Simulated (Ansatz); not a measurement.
The relaxed structure here is a generated cell of GeS: the first start was made by placing the elements on the sites of a structure type, and the end was not matched to a known phase here, so it may be hypothetical.

A relaxed structure of GeS. Method: PBE (plane waves to 420 eV, PAW, scalar-relativistic; Ansatz, an electronic-structure program).

P4/nmm, origin choice 1 (No. 129), tP4; a = b = 4.653 Å, c = 4.333 Å, α = β = γ = 90.00°.

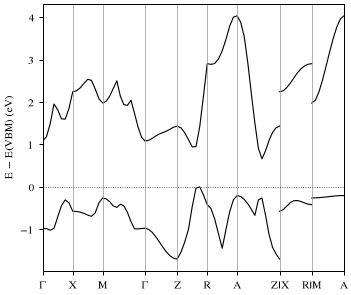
Fig. 1. Highest filled and lowest empty band along the path of this cell's Brillouin zone

Read off the gap and say whether it is direct.

0.66 eV, indirect (valence top at 75 % of the way from Z to R, conduction bottom at 58 % of the way from A to Z) (no spin-orbit coupling).

How far does the top valence band disperse along this path?

About 1.7 eV.

No spin polarisation in the result.

The run could not lose the symmetry of its start, so the end can be a saddle point.
